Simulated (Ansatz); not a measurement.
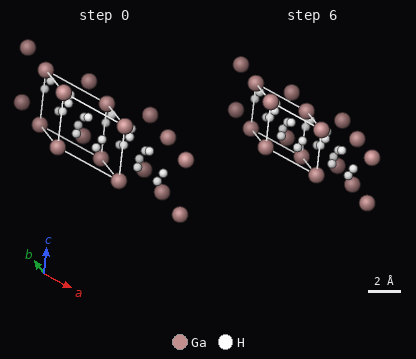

The structure of crystalline GaH6 (a generated structure, set up in Im-3m) (coarse preliminary run) before (left) and after (right) a relaxation, at one scale.

A ball-and-stick model of the cell of the calculation, repeated 2 × 2 × 1 with one cell outlined, seen slightly off an axis.

These are results of DFT PBE, scalar-relativistic, plane waves, PAW (Ansatz), not measurements. Settings: plane-wave cutoff 420 eV; k-point mesh 6 × 6 × 6; occupations gaussian; smearing width 0.1 eV; no spin polarisation; cell and atoms relaxed; force threshold 0.04 eV/Å; at most 70 steps.

### What changed between the two?

After 5 accepted moves (6 points after the start) the energy has fallen by 259 meV per atom. All forces vanish by symmetry, so only the cell relaxes. Pressure: −12.87 GPa at the start and −0.15 GPa at the end. At 1 point the geometry stayed and the basis and grid were re-selected for the new cell (energy shift of 1.9 meV per atom at most each time). The atoms keep their places relative to the cell (all moves are under 0.005 Å). The drawn cell changes as follows: a = b = c 4.431 → 3.676 Å (−17.0 %); the volume changes by −42.9 %. The space group stays Im-3m (No. 229). Cost: 8.4 s on 1 thread of Arm Neoverse V1, with other jobs on the host, peak memory 0.3 GiB.
